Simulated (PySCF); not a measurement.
# [Eu(O2)2]−: other functionals and bases at one geometry

How far do other levels of theory move the description of [Eu(O2)2]−, and what does each cost? The structure is generated, not taken from experiment.

The runs use PySCF 2.14.0; several levels, as the steps say, no spin–orbit coupling.

2 further runs of the same task are left out: 1 for a known fault of the program, 1 that didn't finish.

### 1 The system as given

5 atoms, charge -1, spin multiplicity 1.

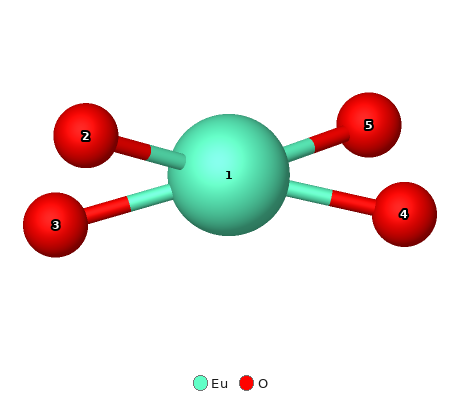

The geometry (europium green, oxygen red); atoms are numbered from 1 in the order of the file.

Coordinates:

```xyz
5
EuO4
Eu    0.0000    0.0000    0.0000
O     0.5377    0.5377    2.0447
O    -0.5377   -0.5377    2.0447
O     0.5377   -0.5377   -2.0447
O    -0.5377    0.5377   -2.0447
```

Formal oxidation states: Eu +3. Each metal's 6 4f electrons lie in its core potential, so multiplicities, spins and levels count the valence alone. An earlier session relaxed this geometry at BP86, Eu lcecp-1-SVP with ECP52, O def2-SVP (singlet, point group D2d).

At BP86 on the finer grid: E = -336.037029 Eh, HOMO 1.00 eV, LUMO 2.16 eV, Mulliken charge on Eu1 +0.62 e, largest force component 0.002 eV/Å. The highest filled level lies above zero; it isn't the detachment energy.

Levels to run: r2SCAN; BLYP; wB97X; HF; BP86, TZVP. Hardware: 2 threads of AMD EPYC 7R43 (Zen 3), shared host.

### 2 r2SCAN

The input, run.py (the lines that set the calculation):

```python
mol = gto.M(atom='''
Eu     0.00000     0.00000     0.00000
O      0.53766     0.53766     2.04472
O     -0.53766    -0.53766     2.04472
O      0.53766    -0.53766    -2.04472
O     -0.53766     0.53766    -2.04472''',
    basis={'Eu': 'lcecp-1-SVP', 'O': 'def2-SVP'},
    ecp={'Eu': 'lcecp-1-SVP'},
    charge=-1, spin=0)
mf = dft.RKS(mol, xc='R2SCAN')
mf.grids.atom_grid = (75, 302)  # f atoms: unpruned, at least (60, 302)
mf = mf.density_fit()  # fitting sets: Eu AutoAux, O def2-universal-JKFIT
mf.conv_tol = 1e-08; mf.max_cycle = 55
mf.kernel(dm0)  # dm0: the density of the relaxed state
```

On the command line:

```console
$ OMP_NUM_THREADS=2 python run.py
```

Output:

```text
init E= -335.816887802809
  HOMO = 0.0222500837810185  LUMO = 0.0914743247902976  gap/eV = 1.88369
cycle= 1 E= -335.816209773396  delta_E= 0.000678  |g|= 0.106  |ddm|= 0.264
  HOMO = 0.0480306345328927  LUMO = 0.087254346579698  gap/eV = 1.06733
cycle= 2 E= -335.794180845617  delta_E= 0.022  |g|= 0.314  |ddm|= 0.412
  HOMO = 0.0305165079523752  LUMO = 0.0906318461337854  gap/eV = 1.63582
cycle= 3 E= -335.819389515053  delta_E= -0.0252  |g|= 0.00648  |ddm|= 0.291
  HOMO = 0.03082205138392  LUMO = 0.0911189200827316  gap/eV = 1.64076
cycle= 4 E= -335.819402462888  delta_E= -1.29e-05  |g|= 0.00122  |ddm|= 0.00913
  HOMO = 0.0306616338446156  LUMO = 0.0910345775724437  gap/eV = 1.64283
cycle= 5 E= -335.819402757777  delta_E= -2.95e-07  |g|= 7.37e-05  |ddm|= 0.001
  HOMO = 0.0306532723057819  LUMO = 0.0910301235146456  gap/eV = 1.64294
cycle= 6 E= -335.819402757632  delta_E= 1.44e-10  |g|= 7.42e-05  |ddm|= 0.000116
  HOMO = 0.0306500088409845  LUMO = 0.0910292293530865  gap/eV = 1.64300
Extra cycle  E= -335.819402746285  delta_E= 1.13e-08  |g|= 0.000222  |ddm|= 0.000284
converged SCF energy = -335.819402746285
```

It took 6.1 s on 2 threads of AMD EPYC 7R43 (Zen 3), shared host.

Read off: E = -335.819403 Eh, HOMO 0.83 eV, LUMO 2.48 eV, Mulliken charge on Eu1 +0.81 e, largest force component 0.164 eV/Å. The highest filled level lies above zero; it isn't the detachment energy.

### 3 BLYP

run.py (the lines that set the calculation), as its differences from that of step 2:

```diff
@@ -9,3 +9,3 @@
     charge=-1, spin=0)
-mf = dft.RKS(mol, xc='R2SCAN')
+mf = dft.RKS(mol, xc='BLYP')
 mf.grids.atom_grid = (75, 302)  # f atoms: unpruned, at least (60, 302)
```

On the command line:

```console
$ OMP_NUM_THREADS=2 python run.py
```

Output:

```text
init E= -335.908881958516
  HOMO = 0.0429399895100381  LUMO = 0.0806413998672184  gap/eV = 1.02591
cycle= 1 E= -335.908970474772  delta_E= -8.85e-05  |g|= 0.0731  |ddm|= 0.137
  HOMO = 0.0566777673145507  LUMO = 0.0773531214887244  gap/eV = 0.56261
cycle= 2 E= -335.897556878829  delta_E= 0.0114  |g|= 0.227  |ddm|= 0.255
  HOMO = 0.0437564822920578  LUMO = 0.0790881180077037  gap/eV = 0.96142
cycle= 3 E= -335.910095631419  delta_E= -0.0125  |g|= 0.0117  |ddm|= 0.215
  HOMO = 0.0441185916546856  LUMO = 0.0786024884375003  gap/eV = 0.93835
cycle= 4 E= -335.910140039509  delta_E= -4.44e-05  |g|= 0.000977  |ddm|= 0.0163
  HOMO = 0.0443184836959577  LUMO = 0.0787203850128222  gap/eV = 0.93612
cycle= 5 E= -335.910140314922  delta_E= -2.75e-07  |g|= 0.000291  |ddm|= 0.0016
  HOMO = 0.0443070582704979  LUMO = 0.0787214342341223  gap/eV = 0.93646
cycle= 6 E= -335.910140322744  delta_E= -7.82e-09  |g|= 0.000219  |ddm|= 0.000333
  HOMO = 0.044304990116485  LUMO = 0.0787216643894091  gap/eV = 0.93653
cycle= 7 E= -335.910140334056  delta_E= -1.13e-08  |g|= 6.74e-05  |ddm|= 0.000241
  HOMO = 0.0443024090714432  LUMO = 0.0787220722307538  gap/eV = 0.93661
cycle= 8 E= -335.910140335251  delta_E= -1.19e-09  |g|= 5.91e-06  |ddm|= 6.46e-05
  HOMO = 0.0443004909598817  LUMO = 0.0787217489911214  gap/eV = 0.93665
Extra cycle  E= -335.910140335191  delta_E= 5.91e-11  |g|= 1.69e-05  |ddm|= 1.93e-05
converged SCF energy = -335.910140335191
```

It took 5.2 s on 2 threads of AMD EPYC 7R43 (Zen 3), shared host.

It gives: E = -335.910140 Eh, HOMO 1.21 eV, LUMO 2.14 eV, Mulliken charge on Eu1 +0.56 e, largest force component 0.340 eV/Å. The gap is small, and the closed shell wasn't tested for a lower spin-broken solution. The highest filled level lies above zero; it isn't the detachment energy.

### 4 wB97X

run.py (the lines that set the calculation), as its differences from that of step 3:

```diff
@@ -9,3 +9,3 @@
     charge=-1, spin=0)
-mf = dft.RKS(mol, xc='BLYP')
+mf = dft.RKS(mol, xc='WB97X')
 mf.grids.atom_grid = (75, 302)  # f atoms: unpruned, at least (60, 302)
```

On the command line:

```console
$ OMP_NUM_THREADS=2 python run.py
```

Output:

```text
init E= -335.8398785394
  HOMO = -0.11059897510066  LUMO = 0.160072695388838  gap/eV = 7.36535
cycle= 1 E= -335.850658023256  delta_E= -0.0108  |g|= 0.0963  |ddm|= 0.327
  HOMO = -0.0929032504995228  LUMO = 0.154893598865627  gap/eV = 6.74290
cycle= 2 E= -335.85104560083  delta_E= -0.000388  |g|= 0.092  |ddm|= 0.178
  HOMO = -0.105005909297819  LUMO = 0.156477567865689  gap/eV = 7.11533
cycle= 3 E= -335.85296663054  delta_E= -0.00192  |g|= 0.0149  |ddm|= 0.084
  HOMO = -0.103083834088821  LUMO = 0.157329687593361  gap/eV = 7.08621
cycle= 4 E= -335.85306253692  delta_E= -9.59e-05  |g|= 0.00426  |ddm|= 0.0209
  HOMO = -0.103113820224344  LUMO = 0.157238774856253  gap/eV = 7.08455
cycle= 5 E= -335.853080627355  delta_E= -1.81e-05  |g|= 0.000969  |ddm|= 0.0128
  HOMO = -0.103182130305633  LUMO = 0.157276204627994  gap/eV = 7.08743
cycle= 6 E= -335.853082474257  delta_E= -1.85e-06  |g|= 0.000171  |ddm|= 0.0046
  HOMO = -0.103194669924604  LUMO = 0.157280148238282  gap/eV = 7.08788
cycle= 7 E= -335.85308251832  delta_E= -4.41e-08  |g|= 4.72e-05  |ddm|= 0.000662
  HOMO = -0.103198639847194  LUMO = 0.157276142880296  gap/eV = 7.08788
cycle= 8 E= -335.853082521515  delta_E= -3.2e-09  |g|= 1.39e-05  |ddm|= 0.000197
  HOMO = -0.103198205193567  LUMO = 0.157276446710437  gap/eV = 7.08788
Extra cycle  E= -335.853082521575  delta_E= -5.99e-11  |g|= 1.68e-05  |ddm|= 2.63e-05
converged SCF energy = -335.853082521575
```

It took 5.6 s on 2 threads of AMD EPYC 7R43 (Zen 3), shared host.

Read off: E = -335.853083 Eh, HOMO -2.81 eV, LUMO 4.28 eV, Mulliken charge on Eu1 +0.90 e, largest force component 0.547 eV/Å. 

### 5 HF

run.py (the lines that set the calculation), as its differences from that of step 4:

```diff
@@ -9,4 +9,3 @@
     charge=-1, spin=0)
-mf = dft.RKS(mol, xc='WB97X')
-mf.grids.atom_grid = (75, 302)  # f atoms: unpruned, at least (60, 302)
+mf = scf.RHF(mol)
 mf = mf.density_fit()  # fitting sets: Eu AutoAux, O def2-universal-JKFIT
```

On the command line:

```console
$ OMP_NUM_THREADS=2 python run.py
```

Output:

```text
init E= -333.891257943411
  HOMO = -0.1724978590423  LUMO = 0.174848174659871  gap/eV = 9.45177
cycle= 1 E= -333.968462533026  delta_E= -0.0772  |g|= 0.144  |ddm|= 0.737
  HOMO = -0.163061984482765  LUMO = 0.161882601993366  gap/eV = 8.84219
cycle= 2 E= -333.973911900274  delta_E= -0.00545  |g|= 0.0526  |ddm|= 0.222
  HOMO = -0.174851995406607  LUMO = 0.163839297095212  gap/eV = 9.21626
cycle= 3 E= -333.974960272033  delta_E= -0.00105  |g|= 0.0267  |ddm|= 0.0681
  HOMO = -0.171607138592725  LUMO = 0.163749920955752  gap/eV = 9.12553
cycle= 4 E= -333.975238919195  delta_E= -0.000279  |g|= 0.00549  |ddm|= 0.0359
  HOMO = -0.172675491833952  LUMO = 0.163524239044111  gap/eV = 9.14846
cycle= 5 E= -333.975276236979  delta_E= -3.73e-05  |g|= 0.00193  |ddm|= 0.0155
  HOMO = -0.173027202473573  LUMO = 0.163623183192133  gap/eV = 9.16072
cycle= 6 E= -333.97528063854  delta_E= -4.4e-06  |g|= 0.00048  |ddm|= 0.00578
  HOMO = -0.173102554328947  LUMO = 0.163626969518788  gap/eV = 9.16288
cycle= 7 E= -333.97528089583  delta_E= -2.57e-07  |g|= 0.000148  |ddm|= 0.00134
  HOMO = -0.173101823546871  LUMO = 0.16362690710994  gap/eV = 9.16286
cycle= 8 E= -333.975280924123  delta_E= -2.83e-08  |g|= 6.2e-05  |ddm|= 0.000425
  HOMO = -0.173095642581794  LUMO = 0.163627832423423  gap/eV = 9.16271
cycle= 9 E= -333.975280929975  delta_E= -5.85e-09  |g|= 1.44e-05  |ddm|= 0.00026
  HOMO = -0.173096214991808  LUMO = 0.163627549718171  gap/eV = 9.16272
Extra cycle  E= -333.975280930163  delta_E= -1.88e-10  |g|= 8.44e-06  |ddm|= 2.66e-05
converged SCF energy = -333.975280930163
```

Run time: 2.5 s. Hardware: 2 threads of AMD EPYC 7R43 (Zen 3), shared host.

Result: E = -333.975281 Eh, HOMO -4.71 eV, LUMO 4.45 eV, Mulliken charge on Eu1 +1.42 e, largest force component 0.828 eV/Å. 

### 6 BP86, TZVP

Basis: Eu lcecp-1-TZVP with ECP52, O def2-TZVP. 

The input, run.py (the lines that set the calculation):

```python
mol = gto.M(atom='''
Eu     0.00000     0.00000     0.00000
O      0.53766     0.53766     2.04472
O     -0.53766    -0.53766     2.04472
O      0.53766    -0.53766    -2.04472
O     -0.53766     0.53766    -2.04472''',
    basis={'Eu': 'lcecp-1-TZVP', 'O': 'def2-TZVP'},
    ecp={'Eu': 'lcecp-1-TZVP'},
    charge=-1, spin=0)
mf = dft.RKS(mol, xc='B88,P86')
mf.grids.atom_grid = (75, 302)  # f atoms: unpruned, at least (60, 302)
mf = mf.density_fit()  # fitting sets: Eu AutoAux, O def2-universal-JKFIT
mf.conv_tol = 1e-08; mf.max_cycle = 55
mf.kernel(dm0)  # dm0: free metal ions and neutral atoms
```

On the command line:

```console
$ OMP_NUM_THREADS=2 python run.py
```

Output:

```text
init E= -345.937052647843
  HOMO = 0.0850458465705712  LUMO = 0.124139513510467  gap/eV = 1.06379
cycle= 1 E= -333.780173018818  delta_E= 12.2  |g|= 3.42  |ddm|= 3.38
  HOMO = -0.419882044843284  LUMO = -0.379695851377455  gap/eV = 1.09352
cycle= 2 E= -319.827705676414  delta_E=   14  |g|=  7.5  |ddm|= 5.75
  HOMO = -0.145096877555738  LUMO = 0.0241068813393723  gap/eV = 4.60427
cycle= 3 E= -336.235452647222  delta_E= -16.4  |g|= 0.825  |ddm|= 4.69
  HOMO = 0.0404768896921199  LUMO = 0.103652945307167  gap/eV = 1.71911
cycle= 4 E= -336.388777232342  delta_E= -0.153  |g|= 0.292  |ddm|= 1.39
  HOMO = 0.0227131999900388  LUMO = 0.0726066745917646  gap/eV = 1.35767
cycle= 5 E= -336.408171770743  delta_E= -0.0194  |g|= 0.159  |ddm|= 0.562
  HOMO = 0.0251827012418718  LUMO = 0.0774897374790784  gap/eV = 1.42335
cycle= 6 E= -336.414336375081  delta_E= -0.00616  |g|= 0.046  |ddm|= 0.103
  HOMO = 0.0230096847996777  LUMO = 0.0769777449429496  gap/eV = 1.46855
cycle= 7 E= -336.414784058626  delta_E= -0.000448  |g|= 0.0165  |ddm|= 0.0227
  HOMO = 0.0216878364006675  LUMO = 0.0766109937810813  gap/eV = 1.49454
cycle= 8 E= -336.414847650787  delta_E= -6.36e-05  |g|= 0.00229  |ddm|= 0.0095
  HOMO = 0.0216759870912405  LUMO = 0.0767368196741049  gap/eV = 1.49828
cycle= 9 E= -336.414849097096  delta_E= -1.45e-06  |g|= 0.00024  |ddm|= 0.00194
  HOMO = 0.0216651149391411  LUMO = 0.07674050966046  gap/eV = 1.49868
cycle= 10 E= -336.414849108452  delta_E= -1.14e-08  |g|= 2.35e-05  |ddm|= 0.000196
  HOMO = 0.0216653270330666  LUMO = 0.0767423124435405  gap/eV = 1.49872
cycle= 11 E= -336.414849108603  delta_E= -1.51e-10  |g|= 6.89e-06  |ddm|= 2.79e-05
  HOMO = 0.0216674318689857  LUMO = 0.0767430716276882  gap/eV = 1.49868
Extra cycle  E= -336.414849108526  delta_E= 7.66e-11  |g|= 1.97e-05  |ddm|= 1.6e-05
converged SCF energy = -336.414849108526
```

Wall time 16 s (2 threads of AMD EPYC 7R43 (Zen 3), shared host).

It gives: E = -336.414849 Eh, HOMO 0.59 eV, LUMO 2.09 eV, Mulliken charge on Eu1 +1.14 e, largest force component 0.093 eV/Å. The highest filled level lies above zero; it isn't the detachment energy.

### 7 Results

| level | state | HOMO (eV) | gap (eV) | charge on Eu1 (e) | dipole (D) | largest force (eV/Å) | basis functions | time |
| --- | --- | --- | --- | --- | --- | --- | --- | --- |
| BP86 (relaxed here) | singlet | 1.00 | 1.17 | 0.62 | 0.00 | 0.00 | 89 | 11 s |
| r2SCAN | singlet | 0.83 | 1.64 | 0.81 | 0.00 | 0.16 | 89 | 6.1 s |
| BLYP | singlet | 1.21 | 0.94 | 0.56 | 0.00 | 0.34 | 89 | 5.2 s |
| wB97X | singlet | -2.81 | 7.09 | 0.90 | 0.00 | 0.55 | 89 | 5.6 s |
| HF | singlet | -4.71 | 9.16 | 1.42 | 0.00 | 0.83 | 89 | 2.5 s |
| BP86, TZVP | singlet | 0.59 | 1.50 | 1.14 | 0.00 | 0.09 | 171 | 16 s |

Times are on 2 threads of AMD EPYC 7R43 (Zen 3), shared host; the first row also made further properties. The dipole of a charged species depends on the origin, so these sizes hold for this origin alone.

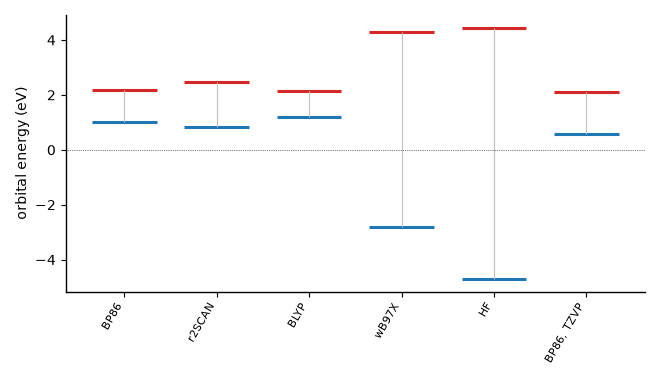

Highest filled and lowest empty level, method by method.

In one basis the HOMO–LUMO gap runs from 0.94 eV (BLYP) to 9.16 eV (HF). The largest leftover force, 0.83 eV/Å with HF, stands at a geometry relaxed at another level. The Mulliken charge on Eu spans +0.56 to +1.42 e over the levels. With 4f in the core, its levels are missing from HOMO and gap. Total energies of different levels can't be compared. Spin–orbit coupling is left out throughout.
